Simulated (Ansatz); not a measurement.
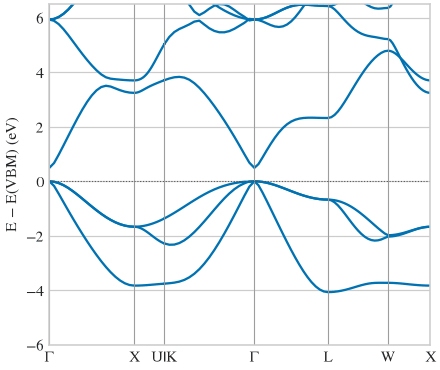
*Band structure from the program Ansatz at the PBE level (PAW)*

Read off the gap and where the band edges lie.

About 0.5 eV (0.49 eV by a search for the band edges); maximum at Γ, minimum at Γ.

The material is CdSe (zinc blende, F-43m).

The PBE relaxation kept the symmetry of its start; phonons on a q-mesh show no instability. Scalar-relativistic: spin–orbit coupling is off unless named, which matters more the heavier the elements.

Potentials: the later of the program's two PAW sets.
